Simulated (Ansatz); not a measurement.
# Al2CdOs3, from a guessed structure to a relaxed one

Starting from a made-up structure for Al2CdOs3, the aim is the relaxed cell, its shortest contacts and, where a second run follows, its electronic structure.

Method: DFT, PBE, plane-wave PAW, files of the set soft_1, scalar-relativistic, no spin, cell and ions relaxed at zero pressure; PAW set soft_1, in the first sound run; inputs show where later runs differ, in Ansatz 0.2.0.

### 1. The structure

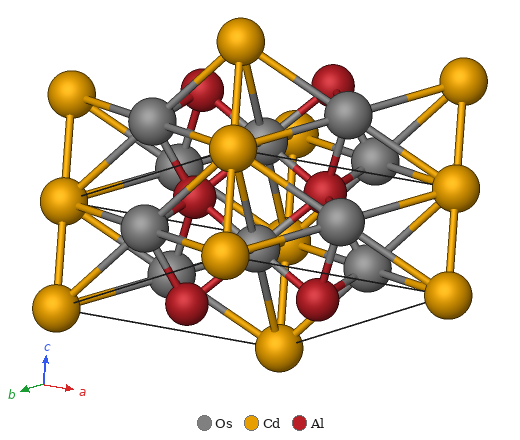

The cell as given, from a free direction (osmium grey, cadmium orange, aluminium red). 1×1×2 cells are drawn. Some periodic images of atoms are drawn too.

As a file:

```cif
data_structure
_symmetry_space_group_name_H-M 'P6/mmm'
_symmetry_Int_Tables_number 191
_cell_length_a 5.7260
_cell_length_b 5.7260
_cell_length_c 2.8640
_cell_angle_alpha 90.000
_cell_angle_beta 90.000
_cell_angle_gamma 120.000
_cell_volume 81.32
loop_
_atom_site_label
_atom_site_type_symbol
_atom_site_symmetry_multiplicity
_atom_site_Wyckoff_symbol
_atom_site_fract_x
_atom_site_fract_y
_atom_site_fract_z
_atom_site_occupancy
Os1 Os 3 g 0.00000 0.50000 0.50000 1
Cd1 Cd 1 a 0.00000 0.00000 0.00000 1
Al1 Al 2 c 0.66667 0.33333 0.00000 1
```

### 2. Relaxing cell and atoms

The guess takes its coordinates from another compound and its volume from a rule, so the cell and any free coordinates are relaxed together.

File input.yaml:

```yaml
crystal:
  lattice:
    - [5.726, 0.0, 0.0]
    - [-2.863, 4.958861462, 0.0]
    - [0.0, 0.0, 2.864]
  atoms:
    - { symbol: Os, position: [0.0, 0.5, 0.5] }
    - { symbol: Os, position: [0.5, 0.5, 0.5] }
    - { symbol: Os, position: [0.5, 0.0, 0.5] }
    - { symbol: Cd, position: [0.0, 0.0, 0.0] }
    - { symbol: Al, position: [0.666666667, 0.333333333, 0.0] }
    - { symbol: Al, position: [0.333333333, 0.666666667, 0.0] }
kpoints:
  mp_grid: { grid: [6, 6, 9] }
scf:
  occupations: { method: fermi_dirac, width: 0.05 }
hamiltonian:
  xc: pbe
  pseudopotentials: { kind: paw, azcp: { folder: soft_1 } }
relax:
  f_tol: 0.015
  max_steps: 70
  cell: {}
output:
  forces: true
  stress: true
```

Command:

```bash
> ansatz run input.yaml --threads 4 --pin off --max-ram 10240MiB --backend cpu --events-out ev --progress --plain --runs-dir out
```

Numbers of over 12 decimals in the logs are rounded to 6 here.

Output:

```text
Engine: ansatz 0.2.0, x86_64-unknown-linux-gnu
Pseudopotentials: kind: paw
Pseudopotential: Os, paw, valence charge 16, recommended cutoff 420 eV (normal), soft_1/Os.paw.azcp
Pseudopotential: Cd, paw, valence charge 20, recommended cutoff 420 eV (normal), soft_1/Cd.paw.azcp
Pseudopotential: Al, paw, valence charge 3, recommended cutoff 420 eV (normal), soft_1/Al.paw.azcp
Functional definition: PBE
  parameter kappa = 0.804
  parameter beta = 0.066725
  exchange = pbe_x(kappa = kappa, mu = beta*pi^2/3)
  correlation = pbe_c(beta = beta)
Crystal: 6 atoms, lattice volume = 81.322 Å³
Basis set: ecut = 420 eV, 1581 PW (Γ), exchange–correlation on 80×80×40 points (8 copies of the dense FFT grid, shifted against one another)
Bands: 45, of which v1, the nominal top of the filled ones, is band 37 counted from 1 (36 counted from 0)
Symmetry: 24 space group operations
Space group: P6/mmm (ITA 191), of the structure as read, at distance tolerance 4.3e-5 Å
k-points: 35 of 324
Non-local potential: Os, projectors of the file, l = 0: 3, l = 1: 2, l = 2: 2, l = 3: 1
Non-local potential: Cd, projectors of the file, l = 0: 3, l = 1: 2, l = 2: 2, l = 3: 1
Non-local potential: Al, projectors of the file, l = 0: 2, l = 1: 2, l = 2: 1
PAW form: soft (Blöchl's): semilocal exchange-correlation on the pseudo side does not see the compensation charge
PAW one-centre angular grid: Os, 590 points (default); XC on 64 Gauss nodes
PAW one-centre angular grid: Cd, 590 points (default); XC on 64 Gauss nodes
PAW one-centre angular grid: Al, 110 points (default); XC on 64 Gauss nodes
Initial density: superposition of atomic densities (chi_scale 0.1, normalization cell, long waves kept (reshape's long-wave potential 0.01 eV rms))
Initial wavefunctions: pseudopotential atomic-orbital guess
Functional: x = pbe(κ = 0.804, μ = 0.219515), c = pbe(β = 0.066725)
SCF iter   1: F=—  HF=-43479.033182 eV  |F-HF|=—  |Δ(HF+E_count)|=         —  Δρ=6.40e-2  dr2=4.14e0  ethr=3.10e-3  ⟨swp⟩=6.5  Hψ=6133  notcnv=0
preconditioner: auto → Kerker (q_TF=auto, 2.686 Å⁻¹)  [metal: Δε(μ)=0.027 eV  Ē_g=8.756 eV  σ=0.050 eV  W_gap=0.13  n_scr=32 (ndim 8)  ℏωp=26.7 eV  f_vac=0.000  D(μ)=5.62/eV (n_scr^D=68)]
SCF iter   2: F=—  HF=-43477.979909 eV  |F-HF|=—  |Δ(HF+E_count)|=    1.05e0  Δρ=3.62e-2  dr2=1.85e0  ethr=3.10e-3  ⟨swp⟩=2.9  Hψ=2701  notcnv=0  defer=53
SCF iter   3: F=—  HF=-43477.393065 eV  |F-HF|=—  |Δ(HF+E_count)|=   5.87e-1  Δρ=9.25e-3  dr2=2.65e-1  ethr=2.49e-3  ⟨swp⟩=2.2  Hψ=2191  notcnv=0  defer=53
SCF iter   4: F=—  HF=-43477.314899 eV  |F-HF|=—  |Δ(HF+E_count)|=   7.82e-2  Δρ=3.72e-3  dr2=3.05e-2  ethr=3.58e-4  ⟨swp⟩=3.7  Hψ=3193  notcnv=0  defer=55
SCF iter   5: F=—  HF=-43477.305405 eV  |F-HF|=—  |Δ(HF+E_count)|=   9.49e-3  Δρ=1.39e-3  dr2=1.46e-3  ethr=4.12e-5  ⟨swp⟩=2.0  Hψ=2449  notcnv=0  defer=55
SCF iter   6: F=—  HF=-43477.304862 eV  |F-HF|=—  |Δ(HF+E_count)|=   5.44e-4  Δρ=2.78e-4  dr2=7.77e-5  ethr=1.97e-6  ⟨swp⟩=2.0  Hψ=2551  notcnv=0  defer=55
SCF iter   7: F=—  HF=-43477.304829 eV  |F-HF|=—  |Δ(HF+E_count)|=   3.29e-5  Δρ=4.96e-5  dr2=1.74e-6  ethr=1.05e-7  ⟨swp⟩=2.1  Hψ=2189  notcnv=0  defer=55
SCF iter   8: F=—  HF=-43477.304829 eV  |F-HF|=—  |Δ(HF+E_count)|=   1.70e-7  Δρ=1.19e-5  dr2=1.38e-7  ethr=2.35e-9  ⟨swp⟩=2.0  Hψ=2131  notcnv=0  defer=55
SCF iter   9: F=-43477.304828 eV  HF=-43477.304828 eV  |F-HF|=3.44e-9  |Δ(HF+E_count)|=   1.33e-8  Δρ=3.02e-6  dr2=9.20e-9  ethr=1.35e-10  ⟨swp⟩=4.0  Hψ=5007  notcnv=0
SCF 1 converged in 9 iterations: F = -43477.304828 eV  dr2 = 9.20e-9
  greatest PAW one-centre occupation: 1.000 electrons in one spin orbital (limit 2), on the Cd atom at site 3 (counted from 0), in its partial waves of l = 0
relax step   1: F+E_penalty+E_count = -43477.30482849 eV  Δ(F+E_penalty+E_count) = +0.000e0 eV  max|allowed force component| = 2.236e-17 eV/Å  Δτ_max = 0.0000 Å  P = +75.002 GPa  Ω = 81.322 Å³  (9 SCF iters, dr2 threshold 1.00e-7 eV, accepted)
Crystal: 6 atoms, lattice volume = 90.702 Å³
Basis set: ecut = 420 eV, 1727 PW (Γ), exchange–correlation on 80×80×40 points (8 copies of the dense FFT grid, shifted against one another)
Initial density: handed on by an earlier stage of this run
Initial wavefunctions: those handed on with the density
iter 1 solved again at ethr=3.81e-4 eV; its pass at ethr=3.10e-3 eV (dr2=2.82e-1 eV) is discarded
SCF iter   1: F=—  HF=-43480.690468 eV  |F-HF|=—  |Δ(HF+E_count)|=         —  Δρ=1.20e-2  dr2=2.80e-1  ethr=3.81e-4  ⟨swp⟩=2.0  Hψ=7034  notcnv=0
preconditioner: auto → Kerker (q_TF=auto, 2.637 Å⁻¹)  [metal: Δε(μ)=0.043 eV  Ē_g=8.022 eV  σ=0.050 eV  W_gap=0.21  n_scr=32 (ndim 8)  ℏωp=25.3 eV  f_vac=0.000  D(μ)=5.41/eV (n_scr^D=68)]
SCF iter   2: F=—  HF=-43480.639213 eV  |F-HF|=—  |Δ(HF+E_count)|=   5.13e-2  Δρ=6.73e-3  dr2=1.28e-1  ethr=3.78e-4  ⟨swp⟩=2.0  Hψ=1701  notcnv=0
SCF iter   3: F=—  HF=-43480.602827 eV  |F-HF|=—  |Δ(HF+E_count)|=   3.64e-2  Δρ=1.74e-3  dr2=1.15e-2  ethr=1.74e-4  ⟨swp⟩=2.3  Hψ=2193  notcnv=0  defer=5
SCF iter   4: F=—  HF=-43480.599483 eV  |F-HF|=—  |Δ(HF+E_count)|=   3.34e-3  Δρ=6.61e-4  dr2=5.66e-4  ethr=1.56e-5  ⟨swp⟩=1.8  Hψ=1946  notcnv=0  defer=6
SCF iter   5: F=—  HF=-43480.599249 eV  |F-HF|=—  |Δ(HF+E_count)|=   2.34e-4  Δρ=2.57e-4  dr2=8.33e-5  ethr=7.65e-7  ⟨swp⟩=2.0  Hψ=2543  notcnv=0  defer=7
SCF iter   6: F=—  HF=-43480.599219 eV  |F-HF|=—  |Δ(HF+E_count)|=   3.06e-5  Δρ=7.20e-5  dr2=3.50e-6  ethr=1.13e-7  ⟨swp⟩=2.0  Hψ=2585  notcnv=0  defer=7
SCF iter   7: F=-43480.599217 eV  HF=-43480.599217 eV  |F-HF|=3.75e-9  |Δ(HF+E_count)|=   1.17e-6  Δρ=1.30e-5  dr2=1.18e-7  ethr=8.11e-10  ⟨swp⟩=4.0  Hψ=5052  notcnv=0
SCF 2 converged in 7 iterations: F = -43480.599217 eV  dr2 = 1.18e-7
relax step   2: F+E_penalty+E_count = -43480.59921747 eV  Δ(F+E_penalty+E_count) = -3.294e0 eV  max|allowed force component| = 3.855e-17 eV/Å  Δτ_max = 0.0000 Å  P = +35.955 GPa  Ω = 90.702 Å³  energy of the carried Pulay correction = -5.554e-3 eV  (7 SCF iters, dr2 threshold 6.00e-7 eV, accepted)
Crystal: 6 atoms, lattice volume = 98.007 Å³
Basis set: ecut = 420 eV, 1913 PW (Γ), exchange–correlation on 80×80×40 points (8 copies of the dense FFT grid, shifted against one another)
iter 1 solved again at ethr=1.98e-4 eV; its pass at ethr=3.10e-3 eV (dr2=1.47e-1 eV) is discarded
SCF iter   1: F=—  HF=-43482.020887 eV  |F-HF|=—  |Δ(HF+E_count)|=         —  Δρ=1.17e-2  dr2=1.46e-1  ethr=1.98e-4  ⟨swp⟩=1.7  Hψ=6967  notcnv=0
preconditioner: auto → Kerker (q_TF=auto, 2.603 Å⁻¹)  [metal: Δε(μ)=0.013 eV  Ē_g=7.482 eV  σ=0.050 eV  W_gap=0.07  n_scr=32 (ndim 8)  ℏωp=24.3 eV  f_vac=0.000  D(μ)=7.84/eV (n_scr^D=98)]
[...]
relax step   9: F+E_penalty+E_count = -43484.23532892 eV  Δ(F+E_penalty+E_count) = -9.267e-4 eV  max|allowed force component| = 1.638e-18 eV/Å  Δτ_max = 0.0000 Å  P = +0.040 GPa  Ω = 98.803 Å³  energy of the carried Pulay correction = -1.021e-2 eV  (6 SCF iters, dr2 threshold 6.00e-7 eV, accepted)
relax step  10: F+E_penalty+E_count = -43484.77825108 eV  Δ(F+E_penalty+E_count) = -5.429e-1 eV  max|allowed force component| = 3.614e-19 eV/Å  Δτ_max = 0.0000 Å  P = +6.277 GPa  Ω = 98.803 Å³  stress off target by 1.71e1 GPa  SCF on the basis re-selected at this cell (its energy is not comparable with the rows above)  (9 SCF iters)
relax step  11: F+E_penalty+E_count = -43485.06099831 eV  Δ(F+E_penalty+E_count) = -2.827e-1 eV  max|allowed force component| = 1.369e-17 eV/Å  Δτ_max = 0.0000 Å  P = +6.120 GPa  Ω = 98.561 Å³  energy of the carried Pulay correction = +4.162e-4 eV  (6 SCF iters, dr2 threshold 6.00e-7 eV, accepted)
relax step  12: F+E_penalty+E_count = -43485.21157737 eV  Δ(F+E_penalty+E_count) = -1.506e-1 eV  max|allowed force component| = 1.137e-17 eV/Å  Δτ_max = 0.0000 Å  P = +1.114 GPa  Ω = 101.060 Å³  energy of the carried Pulay correction = -3.934e-4 eV  (7 SCF iters, dr2 threshold 6.00e-7 eV, accepted)
relax step  13: F+E_penalty+E_count = -43485.21882270 eV  Δ(F+E_penalty+E_count) = -7.245e-3 eV  max|allowed force component| = 6.939e-18 eV/Å  Δτ_max = 0.0000 Å  P = +0.413 GPa  Ω = 101.461 Å³  energy of the carried Pulay correction = -4.849e-4 eV  (6 SCF iters, dr2 threshold 6.00e-7 eV, accepted)
relax step  14: F+E_penalty+E_count = -43485.21883955 eV  Δ(F+E_penalty+E_count) = -1.685e-5 eV  max|allowed force component| = 1.369e-17 eV/Å  Δτ_max = 0.0000 Å  P = -0.361 GPa  Ω = 101.897 Å³  energy of the carried Pulay correction = -7.008e-4 eV  (6 SCF iters, dr2 threshold 6.00e-7 eV, accepted)
relax step  15: F+E_penalty+E_count = -43485.21920195 eV  Δ(F+E_penalty+E_count) = -3.624e-4 eV  max|allowed force component| = 4.433e-18 eV/Å  Δτ_max = 0.0000 Å  P = -0.001 GPa  Ω = 101.692 Å³  energy of the carried Pulay correction = -6.026e-4 eV  (6 SCF iters, dr2 threshold 4.42e-7 eV, accepted)
relax step  16: F+E_penalty+E_count = -43485.22066895 eV  Δ(F+E_penalty+E_count) = -1.467e-3 eV  max|allowed force component| = 2.313e-18 eV/Å  Δτ_max = 0.0000 Å  P = +0.005 GPa  Ω = 101.692 Å³  stress off target by 5.11e-2 GPa  SCF on the basis re-selected at this cell (its energy is not comparable with the rows above)  (6 SCF iters)
relax step  17: F+E_penalty+E_count = -43485.22067476 eV  Δ(F+E_penalty+E_count) = -5.805e-6 eV  max|allowed force component| = 1.041e-17 eV/Å  Δτ_max = 0.0000 Å  P = +0.000 GPa  Ω = 101.695 Å³  energy of the carried Pulay correction = +7.510e-7 eV  (6 SCF iters, dr2 threshold 6.53e-9 eV, accepted)
iter 1 solved again at ethr=8.93e-8 eV; its pass at ethr=3.10e-3 eV (dr2=6.61e-5 eV) is discarded
SCF iter   1: F=—  HF=-43485.220607 eV  |F-HF|=—  |Δ(HF+E_count)|=         —  Δρ=1.51e-5  dr2=5.10e-9  ethr=8.93e-8  ⟨swp⟩=3.8  Hψ=9959  notcnv=0
eigensolver tolerance schedule: the retry pair's looser diagonalisation over-reported the residual by 12949.91 of it (diagonalisation noise at 0.59 of the residual, at the tolerance the schedule requests for it); recorded, not acted on — ethr = c·dr2/N_el stays at c = 1.0e-1
SCF iter   2: F=—  HF=-43485.220673 eV  |F-HF|=—  |Δ(HF+E_count)|=   6.61e-5  Δρ=7.65e-6  dr2=1.32e-9  ethr=6.89e-12  ⟨swp⟩=3.2  Hψ=3914  notcnv=0
iter 3 did not close the SCF: its close was put off for the readings that it lacked (scf_convergence_deferred on its scf_iter line)
SCF iter   3: F=-43485.220674 eV  HF=-43485.220674 eV  |F-HF|=2.98e-9  |Δ(HF+E_count)|=   2.80e-7  Δρ=8.18e-7  dr2=4.32e-11  ethr=1.78e-12  ⟨swp⟩=1.5  Hψ=1603  notcnv=0
iter 4 did not close the SCF: its close was put off for the readings that it lacked (scf_convergence_deferred on its scf_iter line)
SCF iter   4: F=-43485.220674 eV  HF=-43485.220674 eV  |F-HF|=7.28e-12  |Δ(HF+E_count)|=   2.98e-9  Δρ=9.86e-8  dr2=4.79e-12  ethr=1.00e-12  ⟨swp⟩=1.0  Hψ=1575  notcnv=0
iter 5 did not close the SCF: its close was put off for the readings that it lacked (scf_convergence_deferred on its scf_iter line)
SCF iter   5: F=-43485.220674 eV  HF=-43485.220674 eV  |F-HF|=1.46e-11  |Δ(HF+E_count)|=  1.46e-11  Δρ=4.99e-8  dr2=2.17e-12  ethr=1.00e-12  ⟨swp⟩=1.0  Hψ=1575  notcnv=0
iter 6 did not close the SCF: its close was put off for the readings that it lacked (scf_convergence_deferred on its scf_iter line)
SCF iter   6: F=-43485.220674 eV  HF=-43485.220674 eV  |F-HF|=0.00e0  |Δ(HF+E_count)|=    0.00e0  Δρ=1.05e-8  dr2=2.68e-13  ethr=1.00e-12  ⟨swp⟩=1.0  Hψ=1575  notcnv=0
SCF iter   7: F=-43485.220674 eV  HF=-43485.220674 eV  |F-HF|=1.46e-11  |Δ(HF+E_count)|=  2.18e-11  Δρ=9.17e-9  dr2=2.50e-14  ethr=1.00e-12  ⟨swp⟩=1.8  Hψ=3367  notcnv=0
SCF 18 converged in 7 iterations: F = -43485.220674 eV  dr2 = 2.50e-14
relax step  18: F+E_penalty+E_count = -43485.22067359 eV  Δ(F+E_penalty+E_count) = +1.164e-6 eV  max|allowed force component| = 1.156e-17 eV/Å  Δτ_max = 0.0000 Å  P = +0.000 GPa  Ω = 101.695 Å³  stress off target by 1.70e-3 GPa  SCF on the basis re-selected at this cell (its energy is not comparable with the rows above)  (7 SCF iters)
basis re-selected at this cell: Δ(F+E_penalty+E_count) = +1.164e-6 eV, ΔP = -0.000 GPa vs the last step (what re-selecting the basis moved, of the pressure what is left beyond the Pulay correction that the steps carried, after the strain that the cell walked since its last selection, with what the two solves' SCF thresholds leave and, on support functions, any second-order correction that the steps lacked; it is no m [...]
SCF converged after 7 iterations
Free energy (F): -43485.220674 eV
Harris-Foulkes:  -43485.220674 eV  (|F-HF|=1.46e-11)
Internal energy: -43485.173026 eV  (E = F + TS)
E sigma→0 (E₀):  -43485.196850 eV
Entropy (-TS):   -0.047647 eV (-7.941 meV/atom)
Fermi energy:    15.791350 eV
--- Per-component energies (eV) ---
  E_band       = -950.864104
  E_kinetic    = 1960.579723
  E_local      = -7769.241560  (includes V_loc(G=0)·N_el)
  E_nonlocal   = 733.887015
  E_hartree    = 3214.637708
  E_xc         = -931.364250
  E_vxc        = -990.061314  (∫ρ·V_xc dr)
  E_paw        = -32181.201837  (= ΣΔE_a)
  E_vpaw       = -1315.305113  (= ΣTr[D̂ρ^β])
  E_aug_tail   = 0.001729  (compensation charges beyond the density's cutoff)
  E_ewald      = -8512.471553
  E_smearing   = -0.047647  (= −TS)
  E_closure    = -0.000000  (closes the sum)
  Σ components = -43485.220674   (vs F -43485.220674, Δ=0.00e0)
--- Forces (eV/Å), atoms counted from 1 ---
  atom   1  Os     0.00000000     0.00000000     0.00000000
  atom   2  Os     0.00000000    -0.00000000     0.00000000
  atom   3  Os     0.00000000     0.00000000     0.00000000
  atom   4  Cd     0.00000000     0.00000000     0.00000000
  atom   5  Al    -0.00000000    -0.00000000     0.00000000
  atom   6  Al    -0.00000000     0.00000000     0.00000000
  max |Σ_I F_I| component: 1.73e-18 eV/Å
--- Stress (GPa, compression-positive) ---
       -0.000198       0.000000       0.000000
        0.000000      -0.000198       0.000000
        0.000000       0.000000       0.001700
  P = ⅓ Tr σ = 0.0004 GPa (0.004 kbar)
--- Relaxed structure (15 steps of the walk, 15 accepted, 3 SCFs on fresh bases) ---
  F+E_penalty+E_count = -43485.22067359 eV   max|allowed force component| = 1.156e-17 eV/Å   (the final SCF, on the basis selected at the relaxed cell)
  cell:  # Å, volume = 101.6953 Å³
    - [5.306046, 0.0, 0.0]
    - [-2.653023, 4.595171, 0.0]
    - [0.0, 0.0, 4.170885]
  atoms:
    - { symbol: Os, position: [0.0, 0.5, 0.5] }
    - { symbol: Os, position: [0.5, 0.5, 0.5] }
    - { symbol: Os, position: [0.5, 0, 0.5] }
    - { symbol: Cd, position: [0, 0, 0.0] }
    - { symbol: Al, position: [0.666667, 0.333333, 0.0] }
    - { symbol: Al, position: [0.333333, 0.666667, 0.0] }
```

The job ended after 11 s (4 threads of AMD EPYC 9B45 (Zen 5), shared host; peak memory 0.56 GiB).

Step by step:

| step | energy less that of the first step (eV) | largest force component (eV/Å) | pressure (GPa) | volume (Å³) |
| --- | --- | --- | --- | --- |
| 1 | 0.0000 | 0.0000 | 75.00 | 81.32 |
| 2 | -3.2944 | 0.0000 | 35.95 | 90.70 |
| 3 | -4.6698 | 0.0000 | 15.76 | 98.01 |
| 4 | -5.2692 | 0.0000 | 5.74 | 102.44 |
| 5 | -5.7127 | 0.0000 | 2.58 | 103.04 |
| 6 | -6.1842 | 0.0000 | 0.75 | 102.68 |
| 7 | -6.6761 | 0.0000 | -0.25 | 101.34 |
| 8 | -6.9296 | 0.0000 | 0.03 | 98.96 |
| 9 | -6.9305 | 0.0000 | 0.04 | 98.80 |
| 10* | -7.4734 | 0.0000 | 6.28 | 98.80 |
| 11 | -7.7562 | 0.0000 | 6.12 | 98.56 |
| 12 | -7.9067 | 0.0000 | 1.11 | 101.06 |
| 13 | -7.9140 | 0.0000 | 0.41 | 101.46 |
| 14 | -7.9140 | 0.0000 | -0.36 | 101.90 |
| 15 | -7.9144 | 0.0000 | 0.00 | 101.69 |
| 16* | -7.9158 | 0.0000 | 0.00 | 101.69 |
| 17 | -7.9158 | 0.0000 | 0.00 | 101.70 |
| 18* | -7.9158 | 0.0000 | 0.00 | 101.70 |

Relaxation steps marked * repeat the geometry before them on a plane-wave basis chosen anew for their cell, so energy and pressure can jump there.

The run keeps the 24 symmetry operations that it works with, so distortions that break them were not tested.

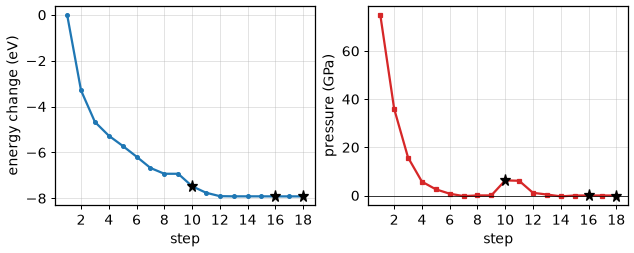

Energy and pressure along the relaxation. Stars mark steps on a basis chosen anew.

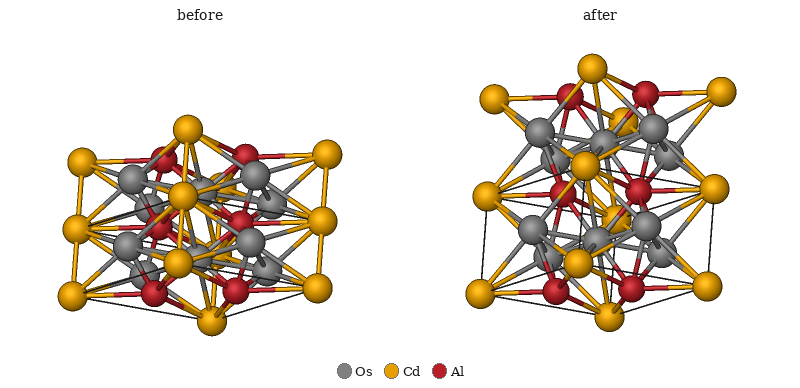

The structure before and after the relaxation, drawn at the same scale.

| cell as run | before | after | change |
| --- | --- | --- | --- |
| a (Å) | 5.726 | 5.306 | -7.3 % |
| b (Å) | 5.726 | 5.306 | -7.3 % |
| c (Å) | 2.864 | 4.171 | +45.6 % |
| volume (Å³/atom) | 13.55 | 16.95 | +25.1 % |

Final coordinates:

```xyz
6
Lattice="5.3060 0.0000 0.0000 -2.6530 4.5952 0.0000 0.0000 0.0000 4.1709" Properties=species:S:1:pos:R:3 pbc="T T T"
Os   -1.3265    2.2976    2.0854
Os    1.3265    2.2976    2.0854
Os    2.6530    0.0000    2.0854
Cd    0.0000    0.0000    0.0000
Al    2.6530    1.5317    0.0000
Al    0.0000    3.0634    0.0000
```

This step gave:

| Property | Result |
| --- | --- |
| free energy | -43485.2207 eV |
| energy at zero smearing | -43485.1968 eV |
| smearing term TS | 0.04765 eV |
| Fermi energy | 15.79 eV |
| electrons | 74 |
| symmetry operations | 24 |
| pressure | 4.35e-4 GPa |

The shortest distance of each pair, which need not be the same contact before and after:

| pair | guess (Å) | relaxed (Å) |
| --- | --- | --- |
| Al–Os | 2.187 | 2.588 |
| Os–Os | 2.863 | 2.653 |
| Al–Cd | 3.306 | 3.063 |
| Al–Al | 2.864 | 3.063 |
| Cd–Os | 3.201 | 3.375 |

The relaxation ends with a pressure of 0.00 GPa.

(Part 1 of 2 ends here.)

[Logs are printed without paths, hosts, clocks, repeated set-up lines and the standing remarks that a program may print on its own settings, such as how far it seeks lower states.]

[Hosts, paths, dates, database ids (printed as entryN), source tags and the programs' standing remarks are cut or masked in the printed files.]
